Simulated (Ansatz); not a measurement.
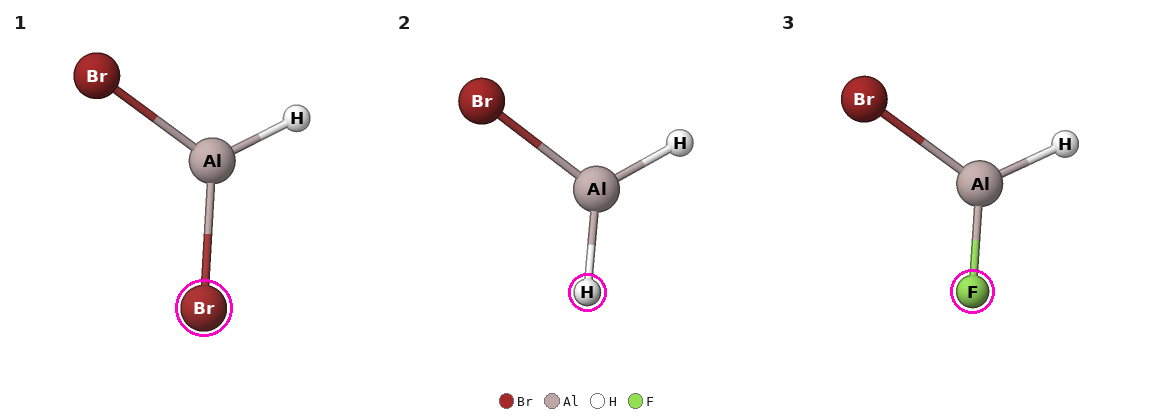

3 molecules with one skeleton, seen from the same side and at one scale; the atom that differs is circled. Each species is neutral and a spin singlet. Computed geometries: PBE0-D4/def2-TZVP optimisations, one conformation each. Properties computed with Ansatz 0.2.0.

One atom differs, called X below: Br in panel 1, H in panel 2, F in panel 3. Their formulas are AlBr2H (`[Br][AlH][Br]`), AlBrH2 (`[AlH2][Br]`), AlBrFH (`[F][AlH][Br]`).

Rank them by the HOMO–LUMO gap, lowest first (PBE0-D4/def2-SVP).

2 (H), 1 (Br), 3 (F).

Rank them by the length of X–Al, lowest first (PBE0-D4/def2-TZVP).

2 (H), 3 (F), 1 (Br).

Give the values. With PBE0-D4/def2-TZVP: length of X–Al (Å), angle X–Al–H (°). With PBE0-D4/def2-SVP: HOMO energy (Kohn–Sham orbital) (eV), HOMO–LUMO gap (eV). With B3LYP-D4/def2-TZVPP: dipole moment (D).

```
                            quantity  1 (Br)  2 (H)  3 (F)
                  length of X–Al (Å)   2.241  1.576  1.641
                    angle X–Al–H (°)   120.8  124.9  119.7
HOMO energy (Kohn–Sham orbital) (eV)   −8.57  −8.19  −8.77
                  HOMO–LUMO gap (eV)    6.96   6.47   7.61
                   dipole moment (D)    0.88   1.19   1.17
```
